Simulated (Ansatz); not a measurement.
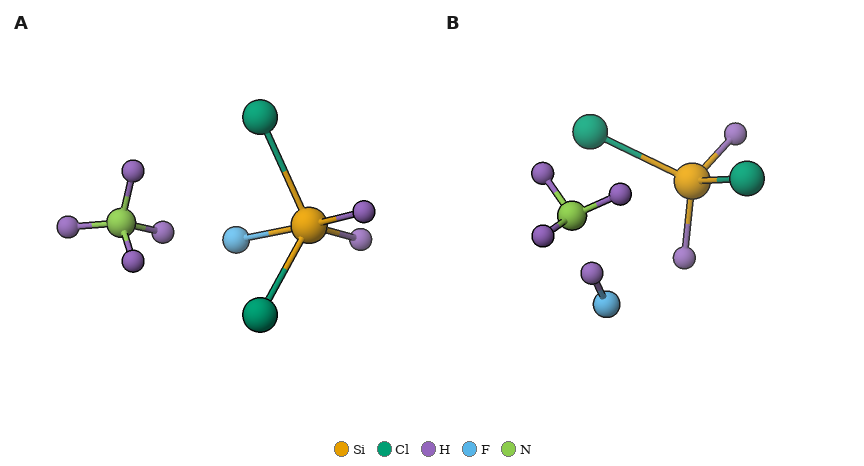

2 stationary structures of one formula. Geometries: PBE0-D4/def2-TZVP. Electronic energies: CAM-B3LYP-D4/def2-TZVPP (Ansatz 0.2.0), without zero-point energy. Each is one conformer, not always the lowest.

Which structure is the most stable?

Answer. B is lowest (a saddle point of order 1); A lies 0.190 eV above it (a minimum).

Give E(B) − E(A) in eV at these levels too: B2PLYP (frozen core)/def2-TZVPP; B97M-V/def2-TZVPP; B3LYP-D4/6-31G; direct RPA on PBE orbitals (frozen core)/def2-TZVPP; ωB97M-V/def2-SVP; RHF-MP2 (frozen core)/def2-QZVPP; PBE-D4/def2-SVP; RHF/STO-3G.

```
                                              level  E(B) − E(A) (eV)
                    B2PLYP (frozen core)/def2-TZVPP            −0.269
                                  B97M-V/def2-TZVPP            −0.135
                                     B3LYP-D4/6-31G            +0.476
direct RPA on PBE orbitals (frozen core)/def2-TZVPP            −0.341
                                   ωB97M-V/def2-SVP            +0.069
                   RHF-MP2 (frozen core)/def2-QZVPP            −0.217
                                    PBE-D4/def2-SVP            +0.099
                                         RHF/STO-3G            −0.739
```
